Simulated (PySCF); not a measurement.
## Run report: C₄H₉F₃Si₂, geometry relaxation (part 1 of 2)

C₄H₉F₃Si₂, computed with PBE0-D3(BJ)/def2-SVP geometry optimisation, gas phase (PySCF 2.14.0).

It belongs to a series of runs on one base structure; here: constitutional isomer.

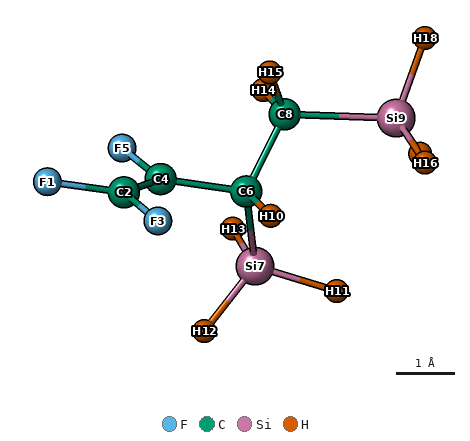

Fig. 1: The input geometry (ball-and-stick view, seen at a tilt; atoms are numbered from 1 in the order of the input). Bond lengths as drawn: C–C 1.30 to 1.52 Å, C–F 1.33 to 1.36 Å, C–H 1.08 to 1.11 Å, C–Si 1.92 to 1.93 Å and H–Si 1.45 to 1.48 Å.

Summary:

```json
{"quantity": "outcome", "value": "converged"}
{"quantity": "total energy", "value": "−1035.073903 hartree"}
{"quantity": "dipole moment", "value": "1.11 D"}
{"quantity": "point group", "value": "C1"}
{"quantity": "hardware", "value": "1 CPU thread, shared host"}
{"quantity": "wall time", "value": "7.7 min"}
{"quantity": "peak memory", "value": "0.79 GiB"}
```

Input file:
```
{"job": {"xc": "PBE0", "basis": "def2-SVP", "d3": "d3bj", "grid": 1, "shake": 0.01, "kind": "geom"}, "charge": 0, "multiplicity": 1}
F      3.680020    -1.566530    -0.659350
C      2.572580    -1.105820    -0.027340
F      2.656560    -1.349430     1.273940
C      1.568680    -0.483620    -0.570710
F      1.541180    -0.299880    -1.916180
C      0.334620     0.034840     0.144370
Si     0.289400     1.935100    -0.109420
C     -0.894630    -0.700800    -0.362800
Si    -2.509600    -0.346190     0.634700
H      0.475070    -0.189000     1.218670
H     -0.724680     2.471970     0.822730
H      1.617930     2.457390     0.208040
H     -0.096640     2.211610    -1.512710
H     -1.075760    -0.471150    -1.406970
H     -0.720760    -1.793330    -0.308010
H     -2.217810    -0.422400     2.055650
H     -3.019430     0.989470     0.281730
H     -3.504250    -1.360290     0.247930
```

The first line tells a small driver script what to run in PySCF; the rest is the geometry in Å.

Command:
```bash
OMP_NUM_THREADS=1 python <driver script> task.json out
```

What the program printed:
```
step   0  E = -1035.06619380  max force = 0.063790
step   1  E = -1035.07156574  max force = 0.013138
step   2  E = -1035.07182442  max force = 0.013567
step   3  E = -1035.07343627  max force = 0.005635
step   4  E = -1035.07348276  max force = 0.004893
step   5  E = -1035.07375999  max force = 0.001128
step   6  E = -1035.07378805  max force = 0.000386
step   7  E = -1035.07380465  max force = 0.000409
step   8  E = -1035.07381476  max force = 0.001075
step   9  E = -1035.07382327  max force = 0.000545
step  10  E = -1035.07383315  max force = 0.000887
step  11  E = -1035.07383715  max force = 0.000828
step  12  E = -1035.07385180  max force = 0.000630
step  13  E = -1035.07387023  max force = 0.000750
step  14  E = -1035.07388971  max force = 0.000893
step  15  E = -1035.07389872  max force = 0.000643
step  16  E = -1035.07390291  max force = 0.000359
optimisation converged
```

Trajectory as extended XYZ (Å, eV, eV/Å), 17 frames, from step=0 to step=16:
```
18
Properties=species:S:1:pos:R:3:forces:R:3 step=0 energy=-28165.58576
F     3.6800   -1.5665   -0.6593   -1.6465   0.6773   0.6662
C     2.5726   -1.1058   -0.0273    3.2802  -1.7050   0.7792
F     2.6566   -1.3494    1.2739   -0.0752   0.1541  -0.5391
C     1.5687   -0.4836   -0.5707   -2.3088   1.2130  -1.3373
F     1.5412   -0.2999   -1.9162    0.1948  -0.1058   0.7571
C     0.3346    0.0348    0.1444    1.2059  -0.3617  -0.2774
Si    0.2894    1.9351   -0.1094   -0.3950  -0.6604   0.1108
C    -0.8946   -0.7008   -0.3628   -0.7556  -0.2420   0.8511
Si   -2.5096   -0.3462    0.6347    0.7834  -0.1826  -1.1664
H     0.4751   -0.1890    1.2187    0.0406   0.2349  -0.0936
H    -0.7247    2.4720    0.8227   -0.1752   0.2565   0.1361
H     1.6179    2.4574    0.2080    0.4819   0.2936   0.0798
H    -0.0966    2.2116   -1.5127   -0.0352   0.1343  -0.1503
H    -1.0758   -0.4712   -1.4070   -0.1359   0.0993  -0.6156
H    -0.7208   -1.7933   -0.3080   -0.0373   0.1020  -0.0029
H    -2.2178   -0.4224    2.0556    0.1070  -0.0247   0.8209
H    -3.0194    0.9895    0.2817   -0.1990   0.3789   0.0062
H    -3.5042   -1.3603    0.2479   -0.3301  -0.2617  -0.0249
18
Properties=species:S:1:pos:R:3:forces:R:3 step=1 energy=-28165.73193
F     3.4944   -1.6625   -0.9210    0.4229  -0.1533   0.3439
C     2.6136   -1.1688   -0.0863   -0.5335   0.2892  -0.6756
F     2.8909   -1.3790    1.1724    0.0410  -0.0554   0.1113
C     1.5410   -0.5219   -0.5574    0.1524  -0.0708   0.1839
F     1.4745   -0.4227   -1.8956   -0.1269   0.1010   0.0172
C     0.3757    0.0409    0.1758    0.1223  -0.1768  -0.1962
Si    0.2913    1.9368   -0.0827   -0.0157  -0.0973   0.0675
C    -0.8972   -0.6899   -0.2993   -0.2501   0.1059   0.1585
Si   -2.5123   -0.3179    0.6341    0.2191  -0.0327  -0.1414
H     0.5462   -0.1362    1.2512   -0.0231   0.0404   0.0073
H    -0.6995    2.5229    0.8659   -0.0291   0.0208   0.0358
H     1.6381    2.5103    0.1893    0.0541   0.0488  -0.0115
H    -0.1370    2.2405   -1.4781    0.0088   0.0119  -0.0223
H    -1.0745   -0.4737   -1.3674    0.0428  -0.0610   0.0213
H    -0.7320   -1.7798   -0.2297   -0.0238   0.0025  -0.0029
H    -2.2615   -0.3728    2.1038   -0.0267   0.0021   0.0800
H    -3.0476    1.0283    0.2794   -0.0105   0.0590   0.0172
H    -3.5307   -1.3417    0.2600   -0.0241  -0.0344   0.0061
18
Properties=species:S:1:pos:R:3:forces:R:3 step=2 energy=-28165.73897
F     3.6367   -1.6030   -0.7445   -0.1497   0.0806  -0.5747
C     2.5957   -1.1486   -0.0870    0.6977  -0.1825  -0.4454
F     2.7946   -1.3769    1.1856   -0.6415   0.2633   0.4918
C     1.5425   -0.5272   -0.6238   -0.2544   0.0932   0.1491
F     1.4511   -0.3517   -1.9526    0.4028  -0.2057   0.1652
C     0.3744    0.0075    0.1213   -0.0314  -0.1622   0.0995
Si    0.2875    1.9077   -0.0904    0.0056   0.0066   0.0371
C    -0.9189   -0.7048   -0.3252   -0.0258   0.0702   0.0686
Si   -2.4899   -0.3054    0.6532    0.0158   0.0037  -0.0344
H     0.5569   -0.1809    1.1928   -0.0328   0.0506   0.0245
H    -0.6886    2.4731    0.8898    0.0144  -0.0053   0.0035
H     1.6402    2.4832    0.1680   -0.0004   0.0071  -0.0124
H    -0.1628    2.2446   -1.4725    0.0002   0.0149   0.0023
H    -1.1176   -0.4860   -1.3878    0.0098  -0.0307  -0.0184
H    -0.7726   -1.7977   -0.2636    0.0034  -0.0042   0.0143
H    -2.2069   -0.3706    2.1207   -0.0105   0.0012   0.0048
H    -3.0071    1.0576    0.3237    0.0005   0.0008   0.0163
H    -3.5418   -1.3079    0.3066   -0.0036  -0.0017   0.0084
18
Properties=species:S:1:pos:R:3:forces:R:3 step=3 energy=-28165.78283
F     3.6579   -1.5592   -0.7612   -0.2149   0.0194   0.2547
C     2.6058   -1.1380   -0.0945    0.1273   0.0422  -0.2898
F     2.6954   -1.3459    1.1979    0.2471  -0.1085   0.0872
C     1.5511   -0.5329   -0.6368   -0.2384   0.0960  -0.1312
F     1.5095   -0.3585   -1.9659    0.1069  -0.0393   0.0728
C     0.3746   -0.0099    0.1064   -0.0483  -0.0850   0.0218
Si    0.2880    1.8921   -0.0878    0.0126   0.0425   0.0180
C    -0.9262   -0.7158   -0.3270    0.0827   0.0333  -0.0050
Si   -2.4821   -0.2963    0.6596   -0.0785   0.0217   0.0220
H     0.5559   -0.1950    1.1787    0.0042   0.0276  -0.0191
H    -0.6824    2.4484    0.9047    0.0250  -0.0109  -0.0082
H     1.6425    2.4693    0.1665   -0.0250  -0.0142  -0.0100
H    -0.1690    2.2452   -1.4642   -0.0053   0.0109   0.0084
H    -1.1286   -0.5060   -1.3903   -0.0103  -0.0161  -0.0338
H    -0.7887   -1.8094   -0.2584    0.0085  -0.0068   0.0209
H    -2.1936   -0.3554    2.1281   -0.0017  -0.0011  -0.0272
H    -2.9895    1.0716    0.3298    0.0025  -0.0236   0.0116
H    -3.5472   -1.2915    0.3285    0.0058   0.0121   0.0070
18
Properties=species:S:1:pos:R:3:forces:R:3 step=4 energy=-28165.78410
F     3.6338   -1.5802   -0.8161   -0.0770   0.0627  -0.0273
C     2.6226   -1.1331   -0.1133    0.0620  -0.0689   0.2394
F     2.7980   -1.3394    1.1726   -0.0479   0.0090   0.0632
C     1.5447   -0.5333   -0.6193    0.2101  -0.1071  -0.0475
F     1.5301   -0.3917   -1.9512   -0.2516   0.1266  -0.1355
C     0.3683   -0.0056    0.1226    0.0349  -0.0225  -0.1211
Si    0.2845    1.8971   -0.0792    0.0034   0.0150   0.0131
C    -0.9290   -0.7156   -0.3134    0.0304   0.0148   0.0048
Si   -2.5018   -0.2926    0.6519   -0.0036   0.0054  -0.0061
H     0.5490   -0.1814    1.1961    0.0349  -0.0131  -0.0003
H    -0.6798    2.4569    0.9151   -0.0004  -0.0009   0.0082
H     1.6399    2.4700    0.1709    0.0005  -0.0041  -0.0059
H    -0.1754    2.2512   -1.4540   -0.0044   0.0017  -0.0001
H    -1.1229   -0.5180   -1.3816    0.0062  -0.0173  -0.0049
H    -0.7881   -1.8081   -0.2320   -0.0078  -0.0018   0.0160
H    -2.2295   -0.3375    2.1223    0.0013  -0.0022   0.0017
H    -3.0120    1.0684    0.3048    0.0042   0.0029   0.0030
H    -3.5588   -1.2944    0.3181    0.0049   0.0001  -0.0007
18
Properties=species:S:1:pos:R:3:forces:R:3 step=5 energy=-28165.79164
F     3.6281   -1.5830   -0.8016    0.0580  -0.0073  -0.0090
C     2.6158   -1.1309   -0.1069   -0.0368   0.0074  -0.0492
F     2.7766   -1.3255    1.1835   -0.0349   0.0121  -0.0330
C     1.5439   -0.5341   -0.6315   -0.0096   0.0053   0.0389
F     1.4936   -0.3800   -1.9624    0.0237  -0.0339   0.0245
C     0.3734   -0.0075    0.1162   -0.0159   0.0183  -0.0195
Si    0.2892    1.8964   -0.0795   -0.0081  -0.0092   0.0111
C    -0.9245   -0.7179   -0.3149    0.0007   0.0157   0.0111
Si   -2.4967   -0.2940    0.6523    0.0200  -0.0006  -0.0142
H     0.5624   -0.1848    1.1880   -0.0032  -0.0051   0.0076
H    -0.6659    2.4528    0.9253   -0.0027   0.0035   0.0097
H     1.6469    2.4664    0.1614    0.0094   0.0013  -0.0052
H    -0.1821    2.2565   -1.4488   -0.0043   0.0042  -0.0007
H    -1.1211   -0.5231   -1.3833    0.0097  -0.0156   0.0044
H    -0.7831   -1.8103   -0.2312   -0.0089  -0.0013   0.0151
H    -2.2219   -0.3374    2.1220   -0.0003  -0.0018   0.0087
H    -3.0080    1.0661    0.3046    0.0030   0.0093   0.0013
H    -3.5533   -1.2968    0.3211    0.0001  -0.0024  -0.0016
18
Properties=species:S:1:pos:R:3:forces:R:3 step=6 energy=-28165.79241
F     3.6408   -1.5681   -0.8027   -0.0156  -0.0054   0.0018
C     2.6158   -1.1309   -0.1154    0.0199   0.0107  -0.0090
F     2.7666   -1.3284    1.1755    0.0123  -0.0022   0.0050
C     1.5424   -0.5376   -0.6384   -0.0142   0.0048  -0.0090
F     1.4914   -0.3853   -1.9690    0.0051  -0.0011   0.0046
C     0.3735   -0.0117    0.1129   -0.0093   0.0009  -0.0114
Si    0.2874    1.8926   -0.0773    0.0009   0.0039   0.0078
C    -0.9259   -0.7217   -0.3116    0.0082   0.0033  -0.0008
Si   -2.4939   -0.2873    0.6545   -0.0112   0.0053  -0.0008
H     0.5659   -0.1887    1.1844    0.0009  -0.0061  -0.0023
H    -0.6610    2.4458    0.9365    0.0058  -0.0028   0.0018
H     1.6473    2.4622    0.1557   -0.0003  -0.0026  -0.0053
H    -0.1933    2.2579   -1.4422   -0.0045   0.0020   0.0020
H    -1.1228   -0.5332   -1.3808    0.0028  -0.0123  -0.0035
H    -0.7882   -1.8141   -0.2213   -0.0028   0.0005   0.0154
H    -2.2192   -0.3250    2.1249   -0.0002  -0.0016  -0.0005
H    -2.9992    1.0741    0.3007    0.0027   0.0003   0.0035
H    -3.5543   -1.2878    0.3280   -0.0003   0.0024   0.0007
18
Properties=species:S:1:pos:R:3:forces:R:3 step=7 energy=-28165.79286
F     3.6417   -1.5638   -0.8209   -0.0200   0.0004  -0.0024
C     2.6197   -1.1274   -0.1287    0.0138   0.0042   0.0210
F     2.7797   -1.3195    1.1621    0.0155  -0.0070   0.0052
C     1.5397   -0.5405   -0.6451   -0.0002   0.0013  -0.0168
F     1.4803   -0.3926   -1.9756   -0.0103   0.0069  -0.0097
C     0.3744   -0.0161    0.1127   -0.0013   0.0092  -0.0040
Si    0.2864    1.8888   -0.0723    0.0023   0.0058   0.0047
C    -0.9265   -0.7271   -0.3036    0.0072  -0.0058  -0.0048
Si   -2.4947   -0.2795    0.6559   -0.0122   0.0071   0.0024
H     0.5732   -0.1919    1.1833    0.0009  -0.0111  -0.0051
H    -0.6500    2.4383    0.9547    0.0061  -0.0018  -0.0001
H     1.6493    2.4566    0.1473   -0.0018  -0.0024  -0.0049
H    -0.2095    2.2601   -1.4302   -0.0039   0.0002   0.0019
H    -1.1225   -0.5492   -1.3748    0.0008  -0.0091  -0.0040
H    -0.7919   -1.8189   -0.2022    0.0003   0.0015   0.0137
H    -2.2243   -0.3072    2.1273   -0.0002  -0.0017  -0.0015
H    -2.9935    1.0813    0.2904    0.0029  -0.0013   0.0035
H    -3.5580   -1.2786    0.3339    0.0001   0.0035   0.0008
18
Properties=species:S:1:pos:R:3:forces:R:3 step=8 energy=-28165.79313
F     3.6345   -1.5512   -0.9007   -0.0037  -0.0002  -0.0177
C     2.6293   -1.1196   -0.1825   -0.0204  -0.0113   0.0553
F     2.8273   -1.3032    1.1046    0.0083   0.0005  -0.0058
C     1.5269   -0.5501   -0.6708    0.0233  -0.0031  -0.0122
F     1.4276   -0.4140   -1.9999   -0.0120   0.0216  -0.0220
C     0.3791   -0.0294    0.1152    0.0169   0.0261   0.0202
Si    0.2851    1.8772   -0.0540    0.0030   0.0015  -0.0086
C    -0.9268   -0.7462   -0.2691   -0.0176  -0.0266  -0.0082
Si   -2.4964   -0.2496    0.6639   -0.0006   0.0043   0.0040
H     0.6042   -0.2038    1.1810    0.0003  -0.0184  -0.0076
H    -0.6009    2.4167    1.0219    0.0018   0.0020  -0.0027
H     1.6586    2.4385    0.1085   -0.0012   0.0000  -0.0027
H    -0.2714    2.2663   -1.3831   -0.0009  -0.0049   0.0000
H    -1.1204   -0.6102   -1.3469   -0.0044   0.0006  -0.0003
H    -0.8010   -1.8342   -0.1236    0.0067   0.0049   0.0042
H    -2.2425   -0.2375    2.1382   -0.0003  -0.0020   0.0001
H    -2.9705    1.1069    0.2525    0.0032   0.0009   0.0034
H    -3.5693   -1.2435    0.3592   -0.0022   0.0042   0.0006
```
